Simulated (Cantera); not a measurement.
Input: 1 mol B₂O₃, 6.2 mol O₂, 95 mol N₂, at 750 Torr.

Equilibrium computed with Cantera from the NASA thermochemical tables; the gas is ideal and each condensed phase is pure. Candidate condensed phases: B, BN, B₂O₃; 17 gas species. The numbers say what is thermodynamically allowed, not how fast it happens.

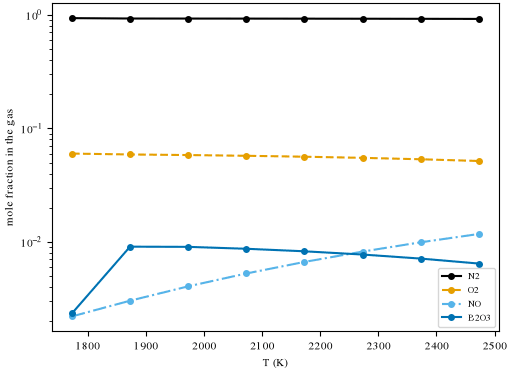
Fig. 1. Equilibrium gas composition (values under 1e-9 drawn at 1e-9)

**Question.** Read off the mole fractions at 2173 K.

**Answer.** N₂ about 0.93, O₂ about 0.056, B₂O₃ about 0.0083, NO about 0.0067.
